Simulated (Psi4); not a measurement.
# HOF (SMILES OF) at PBE/def2-TZVP (sweep point 3)

Aim: the energy change on altering one bond length of HOF at PBE/def2-TZVP (sweep point 3), from 2 runs. 

Program for the calculation: Psi4 1.11.

### Step 1. The structure to begin with

HOF has 3 atoms, charge 0, and is taken as a singlet. As SMILES, `OF`. The shape is that of a PBE0-D4/def2-TZVP optimisation.

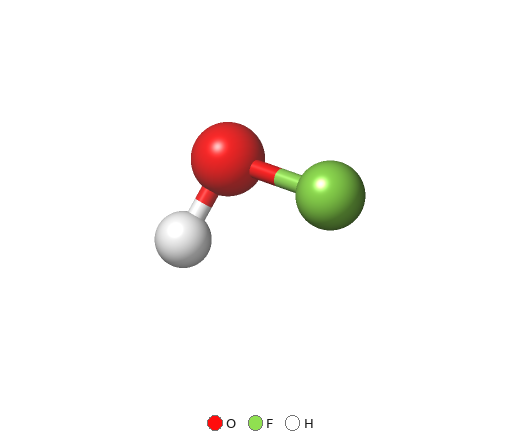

Viewed from a chosen angle; oxygen red, fluorine green, hydrogen white.

### Step 2. The energy at PBE/def2-TZVP (sweep point 3)

job.dat

```
memory 1600 mb

molecule geom {
  0 1
  O      0.430590    -0.210340     0.216330
  F     -0.221910     1.014620    -0.010980
  H     -0.208690    -0.804280    -0.205350
  units angstrom
  symmetry c1
}

set globals {
  basis                def2-TZVP
  puream               true
  scf_type             pk
  dft_radial_points    99
  dft_spherical_points 590
}

result, w = energy("pbe", return_wfn=True)
```

The run is started by

```bash
psi4 -i job.dat -o job.out -n 1
```

job.out, cut to the lines that bear on the results:

```text
[...]
  Running in c1 symmetry.
[...]
  Nuclear repulsion =   34.062701107921029
[...]
  Multiplicity = 1
[...]
  Nalpha       = 9
  Nbeta        = 9
[...]
    Number of basis functions: 68
[...]
   @RKS iter   1:  -175.37028796369299   -2.12957e-01   7.19783e-03 ADIIS/DIIS
[...]
   @RKS iter   8:  -175.45017281033870   -3.03280e-09   2.32878e-07 DIIS
[...]
    Orbital Energies [Eh]
    ---------------------
    Doubly Occupied:
       1A    -24.297283     2A    -18.852168     3A     -1.161051
       4A     -0.889100     5A     -0.528815     6A     -0.449294
       7A     -0.411921     8A     -0.325614     9A     -0.258654
[...]
  @RKS Final Energy:  -175.45017281033870
   => Energetics <=
    Nuclear Repulsion Energy =             34.0627011079210291
    One-Electron Energy =                -311.0132670012679910
    Two-Electron Energy =                 120.6534035926280239
    DFT Exchange-Correlation Energy =     -19.1530105096197900
    Empirical Dispersion Energy =           0.0000000000000000
    VV10 Nonlocal Energy =                  0.0000000000000000
    Total Energy =                       -175.4501728103386995
[...]
 Multipole Moments:
 ------------------------------------------------------------------------------------
     Multipole            Electronic (a.u.)      Nuclear  (a.u.)        Total (a.u.)
 ------------------------------------------------------------------------------------
 L = 1.  Multiply by 2.5417464519 to convert [e a0] to [Debye]
 Dipole X            :         -0.3692552           -0.0741923           -0.4434474
 Dipole Y            :          1.1010911           -1.7197104           -0.6186193
 Dipole Z            :         -0.0000000            0.0000000           -0.0000000
 Magnitude           :                                                    0.7611409
[...]
```

It took 8.4 s on 1 thread of Intel Xeon at 2.70GHz, shared host; peak memory 0.56 GiB.

### Step 3. The distorted shape, same level

calc.dat

```
memory 1600 MB

molecule molecule1 {
  O      0.561101    -0.455352     0.261796
  F     -0.221910     1.014620    -0.010980
  H     -0.078179    -1.049292    -0.159884
  symmetry c1
}

set {
  basis                def2-TZVP
  reference            rks
  puream               true
  scf_type             pk
  dft_radial_points    99
  dft_spherical_points 590
}

energy_value = energy('pbe')
print_variables()
```

The run is started by

```bash
psi4 calc.dat calc.out -n 1
```

calc.out, cut to the lines that bear on the results:

```text
[...]
  Running in c1 symmetry.
[...]
  Nuclear repulsion =   29.239759486036043
[...]
  Multiplicity = 1
[...]
  Nalpha       = 9
  Nbeta        = 9
[...]
    Number of basis functions: 68
[...]
   @RKS iter   1:  -175.34004240297071   -3.89073e-01   7.40791e-03 DIIS/ADIIS
[...]
   @RKS iter   9:  -175.42961109937838   -3.75141e-09   3.11539e-07 DIIS
[...]
    Orbital Energies [Eh]
    ---------------------
    Doubly Occupied:
       1A    -24.296930     2A    -18.873399     3A     -1.078647
       4A     -0.931486     5A     -0.487274     6A     -0.429156
       7A     -0.372774     8A     -0.342796     9A     -0.293753
[...]
  @RKS Final Energy:  -175.42961109937838
   => Energetics <=
    Nuclear Repulsion Energy =             29.2397594860360428
    One-Electron Energy =                -301.5275129471137348
    Two-Electron Energy =                 115.9076779100561794
    DFT Exchange-Correlation Energy =     -19.0495355483568751
    Empirical Dispersion Energy =           0.0000000000000000
    VV10 Nonlocal Energy =                  0.0000000000000000
    Total Energy =                       -175.4296110993783770
[...]
 Multipole Moments:
 ------------------------------------------------------------------------------------
     Multipole            Electronic (a.u.)      Nuclear  (a.u.)        Total (a.u.)
 ------------------------------------------------------------------------------------
 L = 1.  Multiply by 2.5417464519 to convert [e a0] to [Debye]
 Dipole X            :         -0.4157519            0.0541668           -0.3615851
 Dipole Y            :          1.1722881           -1.9517860           -0.7794978
 Dipole Z            :          0.0000000           -0.0000000            0.0000000
 Magnitude           :                                                    0.8592791
[...]
```

Run time: 9.3 s. Hardware: 1 thread of Intel Xeon at 2.70GHz, shared host; peak memory 0.55 GiB.

### Step 4. Summary of results

Level: PBE/def2-TZVP (sweep point 3).

| quantity | value |
| --- | --- |
| first shape: total energy | -175.45017 Eh |
| first shape: dipole moment | 1.93 D |
| first shape: HOMO energy | -7.04 eV |
| first shape: LUMO energy | -2.65 eV |
| first shape: HOMO–LUMO gap | 4.39 eV |
| distorted shape: total energy | -175.42961 Eh |
| distorted shape: dipole moment | 2.18 D |
| distorted shape: HOMO energy | -7.99 eV |
| distorted shape: LUMO energy | -6.30 eV |
| distorted shape: HOMO–LUMO gap | 1.70 eV |
| energy change with the O1–F2 bond stretched from 1.406 to 1.688 Å | 0.560 eV |

What this shows: With the O1–F2 bond stretched from 1.406 to 1.688 Å the energy rises by 0.56 eV (54.0 kJ/mol). The first shape isn't relaxed at this level, so the change isn't measured from a minimum.
